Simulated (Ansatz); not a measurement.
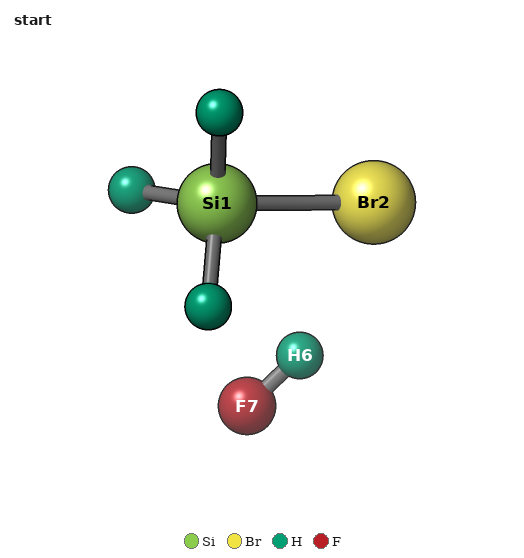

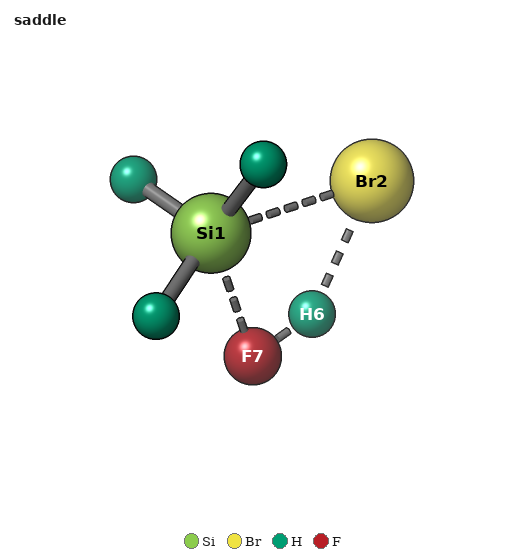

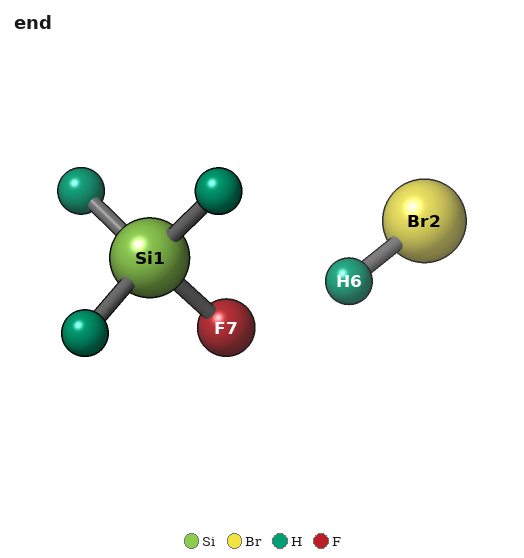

A saddle point and the two end points reached downhill from it. Broken sticks mark bonds that form or break. Charge 0, singlet. Geometries: PBE0-D4/def2-TZVP; all other levels are single points on them, and energies count from the start as drawn. Program: Ansatz 0.2.0. In CBS estimates cores are frozen, and CCSD(T) − MP2 is taken in the smaller basis.

Q: Which bonds form and which break from start to end?

A: Formed: Si1–F7, Br2–H6; broken: Si1–Br2, H6–F7. At the saddle point Si1···F7 is 1.94 Å, Br2···H6 is 1.83 Å, Si1···Br2 is 2.61 Å, H6···F7 is 1.04 Å.

Give the electronic barrier and the reaction energy from start to end in kJ/mol (no zero-point energy) with CCSD(T)/CBS (MP2 limit from def2-TZVPP and def2-QZVPP plus CCSD(T) − MP2); PBE-QIDH (frozen core)/def2-TZVPP.

```tsv
level	barrier	reaction energy
CCSD(T)/CBS (MP2 limit from def2-TZVPP and def2-QZVPP plus CCSD(T) − MP2)	125.8	−29.6
PBE-QIDH (frozen core)/def2-TZVPP	122.4	−26.6
```
